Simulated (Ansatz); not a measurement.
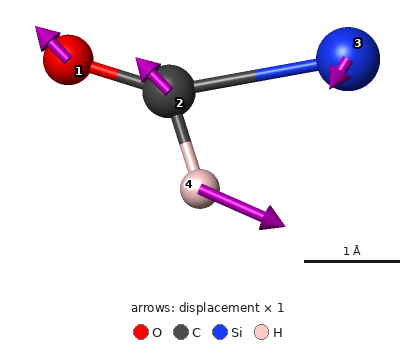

This is a relaxation of CHOSi (charge +1). The starting structure is drawn; purple arrows show the displacements, at their true length. The two geometries are superimposed by the best rigid fit.

Style: ball-and-stick. Shown face on.

The run prepares an end point of a later path (hydrogen shift) calculation, from a guessed geometry.

All numbers below come from Ansatz, UKS PBE0-D4/def2-SVP.

Input file:
```yaml
crystal:
  periodic: [false, false, false]
  atoms:
    - { symbol: O, position_ang: [-0.60534, 0.01158, 1.81245] }
    - { symbol: C, position_ang: [-0.28643, -0.07275, 0.74069] }
    - { symbol: Si, position_ang: [0.58013, 0.60283, -0.83397] }
    - { symbol: H, position_ang: [-0.48698, -0.92012, 0.08507] }
total_charge: 1
magnetization:
  spin_polarized: true
basis:
  gaussian: { orbitals: def2-SVP }
hamiltonian:
  xc: pbe0
  dispersion: d4
relax:
  f_tol: 0.02
  max_steps: 50
```

Launched with:
```bash
ansatz run input.yaml --threads 1 --pin off --max-ram 2048MiB --backend cpu --events-out ev --progress --plain --runs-dir out
```

Question: What did the optimiser do to the structure, and how much energy did it gain?

Answer: Over 17 accepted moves (18 points after the start) the energy falls by 157.5 kJ/mol. Largest force component: 6 eV/Å at the start, 0.00039 eV/Å at the end. The line search rejected the trial step at point 6 of the run. The largest move after the best rigid fit is that of H4, 1.00 Å. By element the largest moves are H 1.00 Å, C 0.51 Å, O 0.51 Å, Si 0.38 Å. Near-neighbour distances that change, for instance: C2–H4 1.090 → 2.422 Å, Si3–H4 2.074 → 1.524 Å, C2–Si3 1.920 → 2.084 Å. New bonds form: Si3–H4 (2.07 → 1.52 Å). Bonds break: C2–H4 (1.09 → 2.42 Å). Bond angles that change, for instance: O1–C2–Si3 152.3° → 172.3°.
